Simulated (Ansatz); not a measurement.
Ti₅Si₃ (space group P6_3/mcm)

```yaml
crystal:
  lattice:
    - [7.40354, 0.00000, 0.00000]
    - [-3.70177, 6.41165, 0.00000]
    - [0.00000, 0.00000, 5.06894]
  atoms:
    - { symbol: Ti, position: [0.33333, 0.66667, 0.00000] }
    - { symbol: Ti, position: [0.66667, 0.33333, 0.00000] }
    - { symbol: Ti, position: [0.66667, 0.33333, 0.50000] }
    - { symbol: Ti, position: [0.33333, 0.66667, 0.50000] }
    - { symbol: Ti, position: [0.24960, 0.00000, 0.25000] }
    - { symbol: Ti, position: [0.75040, 0.00000, 0.75000] }
    - { symbol: Ti, position: [0.24960, 0.24960, 0.75000] }
    - { symbol: Ti, position: [0.75040, 0.75040, 0.25000] }
    - { symbol: Ti, position: [0.00000, 0.24960, 0.25000] }
    - { symbol: Ti, position: [0.00000, 0.75040, 0.75000] }
    - { symbol: Si, position: [0.60762, 0.00000, 0.25000] }
    - { symbol: Si, position: [0.39238, 0.00000, 0.75000] }
    - { symbol: Si, position: [0.60762, 0.60762, 0.75000] }
    - { symbol: Si, position: [0.39238, 0.39238, 0.25000] }
    - { symbol: Si, position: [0.00000, 0.60762, 0.25000] }
    - { symbol: Si, position: [0.00000, 0.39238, 0.75000] }
```

E(V) scan at fixed shape, V₀ the volume above. The atoms relax within the cell's symmetry.

The numbers are results of PBEsol (plane waves to 420 eV, PAW, scalar-relativistic; Ansatz, a program for electronic structure), not measurements. k mesh 6×6×8 (Γ-centred), Fermi-Dirac smearing 0.05 eV. The energy includes the smearing's −TS. With the shape held, the modulus is that of even scaling; a crystal free to change shape is softer. Ti5Si3 is run without spin polarisation. Ti5Si3 was relaxed with its symmetry unable to fall. ΔE is measured from the relaxed starting cell.

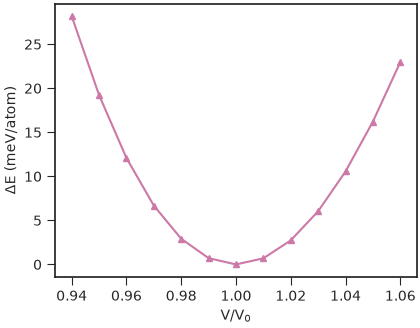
*ΔE (meV/atom) against V/V₀; one marker a computed point.*

**Question.** What is ΔE at V/V₀ = 0.940?

**Answer.** About 28 meV/atom.

**Question.** What bulk modulus at fixed cell shape B₀ follows from a third-order Birch-Murnaghan fit?

**Answer.** About 150 GPa.

**Question.** What is ΔE at V/V₀ = 1.060?

**Answer.** About 23 meV/atom.

(A scan under strain: stresses follow from slopes of the energy per volume, elastic moduli from its curvatures.)
